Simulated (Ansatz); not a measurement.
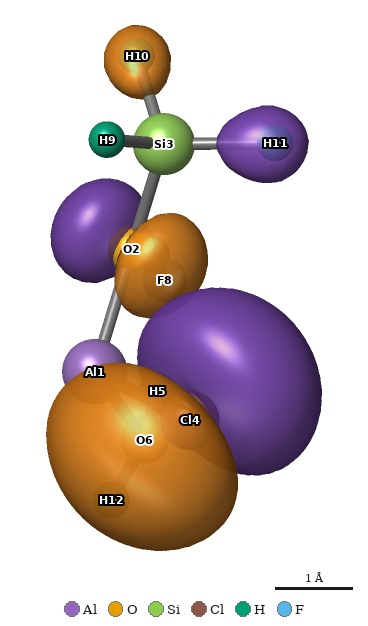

Figure. AlClH₅O₂Si···HF (doublet). The HOMO (β) at ±0.08 Å⁻³ᐟ² (orange and purple are the two phases), seen at an oblique angle.

The reactant side of a reaction path; geometry: PBE0-D4/def2-TZVP; a saddle point, not a minimum.

These are results of UKS PBE0-D4/def2-TZVPP (Ansatz), not measurements.

```xyz
12

Al   -1.1845    0.1032    0.9936
O    -0.0520   -0.4476   -0.2609
Si   -0.2666   -0.7362   -1.8795
Cl   -2.3882    1.7079    0.2795
H     1.1160    0.5916    1.7778
O     0.2134    0.9203    2.0550
H     1.3007   -0.3929    0.2576
F     2.0928   -0.1908    0.8257
H    -1.6529   -1.2124   -2.1130
H     0.7041   -1.7817   -2.2882
H    -0.0226    0.5005   -2.6613
H     0.1395    0.9383    3.0135
```

Where does this orbital lie, and at what energy?

By Hirshfeld shares it lies mainly on Cl4 (about 80 %) and O2 (about 5 %); largely a lone pair of Cl4. Its energy is −8.76 eV.
